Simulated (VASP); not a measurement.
Band structure of WS (relaxed from the wurtzite structure, space group P6_3mc). All values below come from PBE GGA, VASP's PBE PAW potentials (set 64) (plane waves; VASP).

Unless said otherwise, spin-orbit coupling is left out, though it shifts the bands of the heavy elements here.

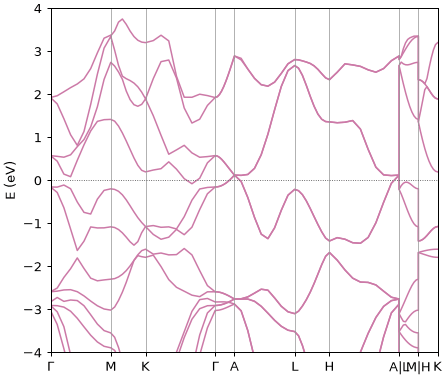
Figure. Bands along high-symmetry lines, zero at the valence-band maximum or, without a gap, the Fermi level

Problem. Read the plot: is there a gap, and where are the band edges?

Solution. It has no gap at this level: it comes out as a metal or semimetal. (Edges off the drawn lines would not show.)

The structure was generated: WS was put into the wurtzite type (P6_3mc), which need not be its known phase. It was relaxed first, which changed the volume by -45 %.
